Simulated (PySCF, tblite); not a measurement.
# C₄H₁₂NPSi₂: geometry, infrared bands and NMR shifts

Aim: predict the infrared bands and NMR shifts of C₄H₁₂NPSi₂ (`CC#C[Si@H](P)CN[SiH3]`).

The runs use tblite 0.8.0 and PySCF 2.14.0, with density-fitted response routines of our own; the level of theory stands in each step. All values are computed, except where a source is named. Atoms are numbered from 0 throughout.

### Step 1. Starting geometry

20 atoms, charge 0, multiplicity 1; geometry from: force field or distance geometry start.

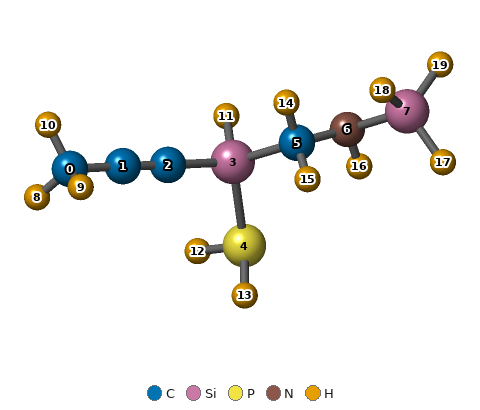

The starting geometry (carbon blue, silicon pink, phosphorus yellow, nitrogen brown, hydrogen amber), atoms numbered.

### Step 2. Geometry optimisation with GFN2-xTB

Job settings and geometry (Å):

```
{"job": {"kind": "relax", "xc": "GFN2-xTB", "basis": "xTB"}, "charge": 0, "multiplicity": 1}
C     -3.946600     1.819200    -0.176100
C     -2.750800     1.019600    -0.377800
C     -1.740700     0.325600    -0.527700
Si    -0.278800    -0.702300    -0.804100
P     -0.618000    -2.718300     0.017600
C      1.213000     0.127500    -0.054600
N      2.435300    -0.561200    -0.482300
Si     3.823500     0.286400     0.266600
H     -4.848200     1.141800    -0.247900
H     -3.889500     2.299000     0.812000
H     -4.086000     2.563600    -1.014500
H     -0.029800    -0.855000    -2.253100
H     -1.631500    -3.366200    -0.793600
H     -1.019900    -2.718000     1.398800
H      1.268100     1.167900    -0.437900
H      1.138600     0.156900     1.077100
H      2.436800    -1.552200    -0.137500
H      4.201300    -0.340600     1.518900
H      3.401700     1.664800     0.537400
H      4.916300     0.252000    -0.734000
```

Launch:

```console
$ OMP_NUM_THREADS=1 python probes_run.py task.json out
```

The driver reads the jobs from task.json and runs them one after another.

**Question.** This job is followed by: GFN2-xTB harmonic vibrations, gas phase; GIAO PBE0/pcSseg-1 NMR shielding, non-relativistic, gas phase. What will the session give for the following? strongest single infrared mode (GFN2-xTB); zero-point energy (GFN2-xTB); 13C shifts against TMS (PBE0/pcSseg-1); 1H shifts against TMS (PBE0/pcSseg-1, means over atoms taken as alike); 29Si shifts against TMS (PBE0/pcSseg-1); 31P shifts against H3PO4 (PBE0/pcSseg-1); 15N shifts against NH3 (PBE0/pcSseg-1); surface potential, least and greatest.

**Answer**, as computed:

| quantity | value |
| --- | --- |
| strongest single infrared mode (GFN2-xTB) | 2159 cm⁻¹, 380 km/mol |
| zero-point energy (GFN2-xTB) | 87.5 kcal/mol |
| 13C shifts against TMS (PBE0/pcSseg-1) | 115.7, 85.1, 36.1, 6.0 ppm |
| 1H shifts against TMS (PBE0/pcSseg-1, means over atoms taken as alike) | 4.64, 4.61, 2.77, 2.65, 2.07, 1.20, -0.34 ppm |
| 29Si shifts against TMS (PBE0/pcSseg-1) | -44.2, -54.1 ppm |
| 31P shifts against H3PO4 (PBE0/pcSseg-1) | -287.8 ppm |
| 15N shifts against NH3 (PBE0/pcSseg-1) | 9.5 ppm |
| surface potential, least and greatest | -0.92 V and 1.06 V |

**Reading.** Relaxing lowered the energy by 1.116 eV in 134 steps; the close pair that moved most is N6–Si7, from 1.791 to 1.715 Å. No mode is imaginary among the 54: a minimum at this level. The strongest single mode, at 2159 cm⁻¹, moves mainly H17. Unscaled tight-binding wavenumbers are off by several per cent, some by more. Its intensities can rank the bands wrongly.
